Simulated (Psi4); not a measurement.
**One shape, several levels: C2H5B (SMILES BC=C)**

We compute a comparison of 5 runs (HF/STO-3G, HF/def2-SVP, revM06-L/def2-SV(P), QCISD(T)/DZVP) of C2H5B. 

The calculation is run with Psi4 1.11.

1 further run of the same task is left out (set aside as unsound or not needed).

## Step 1: The molecule

C2H5B has 8 atoms, charge 0, and is taken as a singlet. SMILES: `BC=C`. The shape is that of a PBE0-D4/def2-TZVP optimisation.

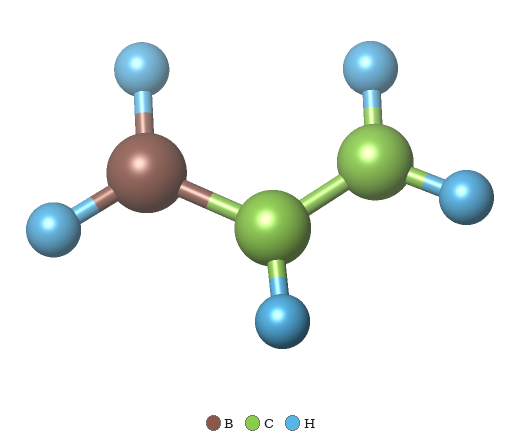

Viewed from a chosen angle; boron brown, carbon green, hydrogen blue.

## Step 2: A single-point energy at HF/STO-3G (run 1)

Contents of calc.in:

```
memory 1.6 GB

molecule system {
  0 1
  B
  C 1 1.534493
  C 2 1.339262 1 120.51062
  H 1 1.198574 2 118.69677 3 -0.03842
  H 1 1.196673 4 119.29494 2 179.99234
  H 2 1.088618 3 117.7423 1 179.98237
  H 3 1.086421 2 120.59647 6 -179.99903
  H 3 1.087241 7 116.43976 2 -179.99719
  symmetry c1
  no_reorient
  no_com
}

set basis STO-3G
set puream true
set e_convergence 1e-09
set d_convergence 1e-08
set scf_type pk

energy('scf')
```

Command:

```
$ psi4 -i calc.in -o calc.out -n 1
```

calc.out:

```text
[...]
  Running in c1 symmetry.
[...]
  Nuclear repulsion =   58.087438547500277
[...]
  Multiplicity = 1
[...]
  Nalpha       = 11
  Nbeta        = 11
[...]
    Number of basis functions: 20
[...]
   @RHF iter   1:  -102.01126682123893   -2.69547e+00   6.26322e-03 DIIS/ADIIS
[...]
   @RHF iter  10:  -102.02451987782510   -2.55795e-13   2.89598e-09 DIIS
[...]
    Orbital Energies [Eh]
    ---------------------
    Doubly Occupied:
       1A    -11.046325     2A    -10.992310     3A     -7.395156
       4A     -0.986715     5A     -0.752757     6A     -0.642686
       7A     -0.576848     8A     -0.512590     9A     -0.427893
      10A     -0.418018    11A     -0.335619
[...]
  @RHF Final Energy:  -102.02451987782510
   => Energetics <=
    Nuclear Repulsion Energy =             58.0874385475002768
    One-Electron Energy =                -252.0500802202280397
    Two-Electron Energy =                  91.9381217949026563
    Total Energy =                       -102.0245198778250995
[...]
 Multipole Moments:
 ------------------------------------------------------------------------------------
     Multipole            Electronic (a.u.)      Nuclear  (a.u.)        Total (a.u.)
 ------------------------------------------------------------------------------------
 L = 1.  Multiply by 2.5417464519 to convert [e a0] to [Debye]
 Dipole X            :         -0.0000710           -0.0000651           -0.0001361
 Dipole Y            :          0.5771884           -0.7472842           -0.1700958
 Dipole Z            :         -0.4305405            0.7721819            0.3416414
 Magnitude           :                                                    0.3816431
[...]
```

Run time: 0.84 s. Hardware: 1 thread of AMD EPYC 9R45 (Zen 5), shared host; peak memory 0.18 GiB.

## Step 3: Energy and gradient at HF/def2-SVP (run 2)

Contents of c2h5b.xyz:

```xyz
8
C2H5B
B     -0.619200     0.876300    -0.693900
C      0.322000     0.273500     0.357500
C      0.459500    -1.054300     0.465500
H     -1.226400     0.135900    -1.414800
H     -0.762800     2.058300    -0.813400
H      0.897400     0.899500     1.037300
H     -0.092700    -1.722500    -0.189400
H      1.114300    -1.523800     1.195500
```

Contents of calc.py:

```python
import psi4

psi4.set_memory(1600000000)
psi4.set_num_threads(1)
psi4.set_output_file('output.dat', False)

with open('c2h5b.xyz') as f:
    atoms = ''.join(f.readlines()[2:])
m = psi4.geometry('0 1\n' + atoms + 'symmetry c1')

psi4.set_options({
    'puream': True,
    'e_convergence': 1e-09,
    'd_convergence': 1e-08,
    'scf_type': 'pk',
})

e, wfn = psi4.gradient("hf/def2-SVP", return_wfn=True)
print('gradient / Eh bohr^-1')
print(e.np.round(6))
print(f'energy = {wfn.energy():.10f} Eh')
for k, v in sorted(psi4.core.scalar_variables().items()):
    print(f'{k:45s} {v:18.10f}')
```

Command:

```
$ python calc.py
```

output.dat:

```text
[...]
  Running in c1 symmetry.
[...]
  Nuclear repulsion =   58.087442208705703
[...]
  Multiplicity = 1
[...]
  Nalpha       = 11
  Nbeta        = 11
[...]
    Number of basis functions: 67
[...]
   @RHF iter   1:  -103.15541354596307   -8.81726e-01   4.37059e-03 ADIIS/DIIS
[...]
   @RHF iter  11:  -103.21508727821333   -5.25802e-12   5.09150e-09 DIIS
[...]
    Orbital Energies [Eh]
    ---------------------
    Doubly Occupied:
       1A    -11.262423     2A    -11.215646     3A     -7.600346
       4A     -1.033907     5A     -0.796157     6A     -0.684594
       7A     -0.624911     8A     -0.562766     9A     -0.475892
      10A     -0.468691    11A     -0.391862
[...]
  @RHF Final Energy:  -103.21508727821333
   => Energetics <=
    Nuclear Repulsion Energy =             58.0874422087057027
    One-Electron Energy =                -252.3706652963164743
    Two-Electron Energy =                  91.0681358093974325
    Total Energy =                       -103.2150872782133320
[...]
 Multipole Moments:
 ------------------------------------------------------------------------------------
     Multipole            Electronic (a.u.)      Nuclear  (a.u.)        Total (a.u.)
 ------------------------------------------------------------------------------------
 L = 1.  Multiply by 2.5417464519 to convert [e a0] to [Debye]
 Dipole X            :         -0.0649591            0.2925249            0.2275657
 Dipole Y            :          0.6261718           -0.9903121           -0.3641402
 Dipole Z            :         -0.0510145            0.2973398            0.2463252
 Magnitude           :                                                    0.4950358
[...]
  -Total Gradient:
     Atom            X                  Y                   Z
    ------   -----------------  -----------------  -----------------
       1        0.005375872671    -0.003340263617     0.006041649346
       2       -0.008575406090     0.009056946283    -0.009474212888
       3        0.000731406319    -0.003814230262     0.000709591835
       4        0.001446306630     0.000291734061     0.001650354774
       5        0.000469451225    -0.002202503745     0.000446244194
       6        0.000942605033     0.000704426810     0.001102701248
       7       -0.001355982100    -0.000048382253    -0.001554864788
       8        0.000965746312    -0.000647727277     0.001078536279
[...]
```

The script printed:

```text
gradient / Eh bohr^-1
[[ 5.376e-03 -3.340e-03  6.042e-03]
 [-8.575e-03  9.057e-03 -9.474e-03]
 [ 7.310e-04 -3.814e-03  7.100e-04]
 [ 1.446e-03  2.920e-04  1.650e-03]
 [ 4.690e-04 -2.203e-03  4.460e-04]
 [ 9.430e-04  7.040e-04  1.103e-03]
 [-1.356e-03 -4.800e-05 -1.555e-03]
 [ 9.660e-04 -6.480e-04  1.079e-03]]
energy = -103.2150872782 Eh
CURRENT ENERGY                                   -103.2150872782
CURRENT REFERENCE ENERGY                         -103.2150872782
DD SOLVATION ENERGY                                 0.0000000000
HF KINETIC ENERGY                                 102.6497882490
HF POTENTIAL ENERGY                              -205.8648755272
HF TOTAL ENERGY                                  -103.2150872782
HF VIRIAL RATIO                                     2.0055070647
NUCLEAR REPULSION ENERGY                           58.0874422087
ONE-ELECTRON ENERGY                              -252.3706652963
PCM POLARIZATION ENERGY                             0.0000000000
PE ENERGY                                           0.0000000000
SCF ITERATION ENERGY                             -103.2150872782
SCF ITERATIONS                                     11.0000000000
SCF TOTAL ENERGY                                 -103.2150872782
TWO-ELECTRON ENERGY                                91.0681358094
```

Wall time 1.6 s (1 thread of AMD EPYC 9R45 (Zen 5), shared host); peak memory 0.22 GiB.

Runs 3 to 4 aren't shown in full; the table further down has their settings and results.

## Step 4: A single-point energy at QCISD(T)/DZVP (density fitting) (run 5)

Contents of run.py:

```python
import psi4

psi4.set_memory(1600000000)
psi4.set_num_threads(1)
psi4.set_output_file('output.dat', False)

mol = psi4.geometry("""
0 1
B     -0.619200     0.876300    -0.693900
C      0.322000     0.273500     0.357500
C      0.459500    -1.054300     0.465500
H     -1.226400     0.135900    -1.414800
H     -0.762800     2.058300    -0.813400
H      0.897400     0.899500     1.037300
H     -0.092700    -1.722500    -0.189400
H      1.114300    -1.523800     1.195500
""")

psi4.set_options(dict(scf_type='disk_df', freeze_core=True))

result = psi4.energy('qcisd(t)/DZVP')
print(f'total energy {result:.8f} hartree = {result * 27.211386:.5f} eV')
```

Command:

```
$ python run.py
```

output.dat:

```text
[...]
  Running in c1 symmetry.
[...]
  Nuclear repulsion =   58.087442208705703
[...]
  Multiplicity = 1
[...]
  Nalpha       = 11
  Nbeta        = 11
[...]
    Number of basis functions: 52
[...]
   @DF-RHF iter   1:  -103.20873343176183   -9.46785e-01   6.26674e-03 ADIIS/DIIS
[...]
   @DF-RHF iter  11:  -103.28190531113337   -5.15854e-12   7.23294e-09 DIIS
[...]
    Orbital Energies [Eh]
    ---------------------
    Doubly Occupied:
       1A    -11.258859     2A    -11.216604     3A     -7.602107
       4A     -1.047918     5A     -0.807299     6A     -0.690958
       7A     -0.629050     8A     -0.566168     9A     -0.478091
      10A     -0.471630    11A     -0.392084
[...]
  @DF-RHF Final Energy:  -103.28190531113337
   => Energetics <=
    Nuclear Repulsion Energy =             58.0874422087057027
    One-Electron Energy =                -252.4171630319804081
    Two-Electron Energy =                  91.0478155121413266
    Total Energy =                       -103.2819053111333716
[...]
 Multipole Moments:
 ------------------------------------------------------------------------------------
     Multipole            Electronic (a.u.)      Nuclear  (a.u.)        Total (a.u.)
 ------------------------------------------------------------------------------------
 L = 1.  Multiply by 2.5417464519 to convert [e a0] to [Debye]
 Dipole X            :         -0.0755606            0.2925249            0.2169642
 Dipole Y            :          0.6446310           -0.9903121           -0.3456811
 Dipole Z            :         -0.0624304            0.2973398            0.2349094
 Magnitude           :                                                    0.4709048
[...]
      * MP2 total energy:                   -103.599253028514
[...]
      * MP3 total energy:                   -103.629288366763
[...]
      * QCISD total energy:                 -103.636609253444
[...]
```

The script printed:

```text
total energy -103.64754380 hartree = -2820.39332 eV
```

Run time: 3.3 s. Hardware: 1 thread of AMD EPYC 9R45 (Zen 5), shared host; peak memory 0.24 GiB.

## Step 5: All runs side by side

```csv
run,level,task,integrals,energy (Eh),dipole moment (D),HOMO energy (eV),LUMO energy (eV),wall time
1,HF/STO-3G,energy,pk,-102.024520,0.97,-9.13,5.44,0.84 s
2,HF/def2-SVP,gradient,pk,-103.215087,1.26,-10.66,1.79,1.6 s
3,revM06-L/def2-SV(P) (density fitting with cc-pvqz-jkfit),properties,df,-103.868100,1.49,-7.74,-2.41,4.8 s
4,revM06-L/def2-SV(P) (density fitting),properties,df,-103.868128,1.49,-7.74,-2.41,4.8 s
5,QCISD(T)/DZVP (density fitting),energy,disk_df,-103.647544,–,-10.67,1.57,3.3 s
```

## Step 6: What came out

| quantity | value |
| --- | --- |
| run 5: total energy | -103.64754 Eh |
| run 5: HOMO energy (Hartree–Fock orbitals) | -10.67 eV |
| run 5: LUMO energy (Hartree–Fock orbitals) | 1.57 eV |
| run 5: HOMO–LUMO gap (Hartree–Fock orbitals) | 12.24 eV |
| run 5: correlation energy (3 core orbitals frozen) | -365.6 mEh |
| run 5: T1 diagnostic | 0.011 |

In words: Over runs 1, 2, 3, 4 the dipole moment (its size) runs from 0.97 D (HF/STO-3G) to 1.49 D (revM06-L/def2-SV(P)). The two ends differ in method and basis. Over runs 1, 2, 3, 4 the HOMO–LUMO gap runs from 5.33 eV (revM06-L/def2-SV(P)) to 14.57 eV (HF/STO-3G). In run 1 the basis is minimal, so the values are rough. All runs together took 15 s, the longest 4.8 s.
